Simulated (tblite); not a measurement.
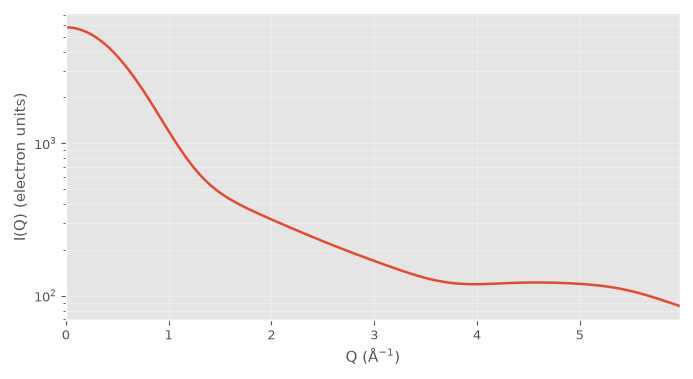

Elastic X-ray scattering of a randomly oriented, rigid molecule, calculated with the Debye equation from neutral-atom form factors (independent atoms, no Compton part, no vibration). The geometry is the end point of an optimisation (tblite 0.8.0, GFN2-xTB geometry optimisation, gas phase); it may be a saddle point or a higher isomer. It contains C, S, O, H.

Q: How many electrons does the independent-atom model of the molecule hold?

A: I(0) is the square of the electron number: I(0) = 5780, so about 76 electrons, the count of C6H8O2S.

Q: What radius of gyration does the initial fall-off give?

A: From I(Q) ≈ I(0) exp(−Q²R²/3) at small Q, R ≈ 2.30 Å. It is larger than the electron-weighted radius of the nuclear positions alone (2.18 Å), because each atom's electron cloud adds to it.
